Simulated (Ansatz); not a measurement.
## Electronic structure of C$_{4}$H$_{6}$BFSi in real space

Input file:

```
crystal:
  periodic: [false, false, false]
  atoms:
    - {symbol: C, position_ang: [-0.602346, 1.304466, 1.042263]}
    - {symbol: C, position_ang: [-1.906415, 1.457430, 0.639285]}
    - {symbol: C, position_ang: [-2.441505, 0.560171, -0.405952]}
    - {symbol: C, position_ang: [-1.582744, -0.366823, -0.901245]}
    - {symbol: B, position_ang: [0.039450, 2.218216, 2.094088]}
    - {symbol: F, position_ang: [0.677106, -1.345667, 0.696268]}
    - {symbol: Si, position_ang: [0.070061, -0.043828, -0.070821]}
    - {symbol: H, position_ang: [1.227795, 2.194699, 2.319226]}
    - {symbol: H, position_ang: [-0.661596, 2.987873, 2.715334]}
    - {symbol: H, position_ang: [-2.558231, 2.234029, 1.064635]}
    - {symbol: H, position_ang: [-3.483544, 0.665733, -0.732428]}
    - {symbol: H, position_ang: [-1.885911, -1.082951, -1.670064]}
    - {symbol: H, position_ang: [1.117251, 0.417173, -1.024837]}
basis:
  gaussian:
    orbitals: def2-SVPD
magnetization:
  spin_polarized: false
  initial_magnetization: 0
hamiltonian:
  xc: {name: PBE0}
output: {forces: true, orbitals: {seedname: orbitals}}
```

Launched as:

```sh
ansatz run input.yaml --threads 2 --pin off --max-ram 5220MiB --events-out events.jsonl --progress --plain --runs-dir runs
```

Geometry: r2SCAN-D4/def2-SVP.

The calculation used Ansatz, isolated molecule in a Gaussian basis; Kohn-Sham density functional theory, functional PBE0.

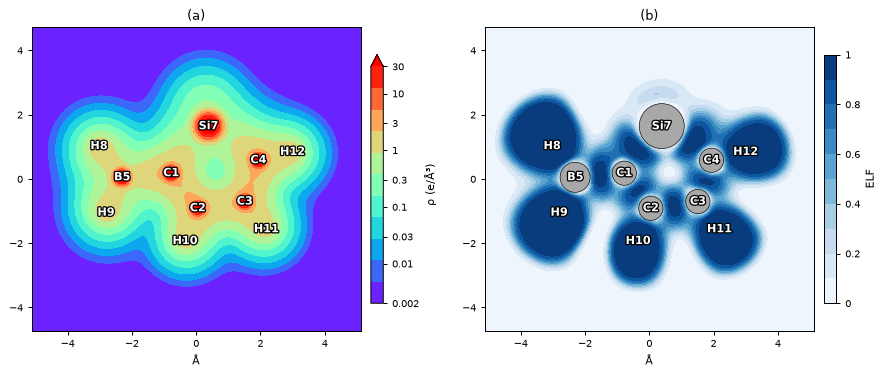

Figure 1. (a) total electron density; (b) ELF on the plane of atoms C1, Si7 and C4. Grey discs cover the atomic cores in the ELF map.

### Read the bonding off the picture.

The section cuts through C, B, Si and H sites.
C–C (1.36 Å): the density is about 2.2 e/Å³ at the midpoint; the ELF peaks at about 0.90 between the atoms, as expected for localised, covalent bonding.
C–B (1.53 Å): ρ at the midpoint is about 1.5 e/Å³; the ELF peaks at about 0.95 between the atoms; a covalent bond.
C–Si (1.87 Å): ρ at the midpoint is about 0.97 e/Å³; the ELF peaks at about 0.95 between the atoms, as expected for a shared electron pair.
C–H (1.09 Å): ρ at the midpoint is about 1.9 e/Å³; the ELF climbs to about 1 towards the hydrogen, as it does in any bond to H: a covalent bond by its length.
C–C (1.48 Å): ρ is about 1.8 e/Å³ halfway; the ELF peaks at about 0.95 between the atoms; a covalent bond.

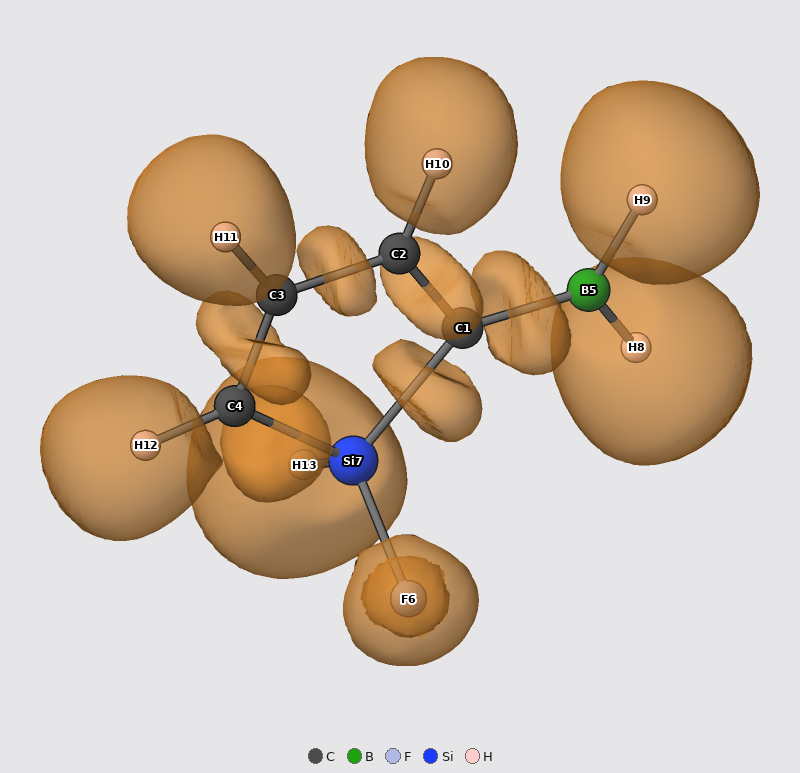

Figure 2. Isosurface of the ELF at 0.8 (orange), seen at a tilt. Only the valence region is drawn (cores and ρ < 0.01 e/Å³ removed).

### Where are the electrons localised?

The ELF exceeds this value in one region between bonded B–C atoms (shared pairs), three regions between bonded C–C atoms (shared pairs), two regions between bonded C–Si atoms (shared pairs), six regions around hydrogen nuclei and one region wrapped around F (its lone pairs, merged into a ring or cap).

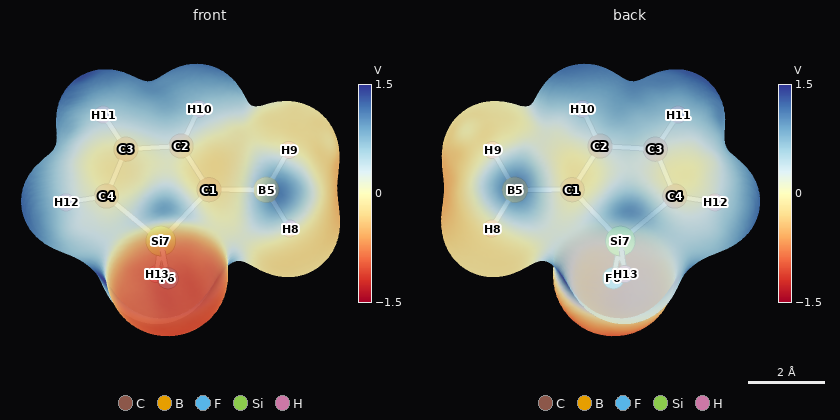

Figure 3. The electrostatic potential painted on the density surface at 0.002 e/bohr³, seen from the front and from behind; red is negative and blue positive.

### Where is the surface potential most negative and most positive?

The most negative region (about −1.1 V, or −25 kcal/mol for a unit charge) lies over F6, the most positive (about +1.4 V, or +32 kcal/mol for a unit charge) over Si7 and H11.

### How polar is the molecule by this calculation?

Its dipole moment is 3.04 D.
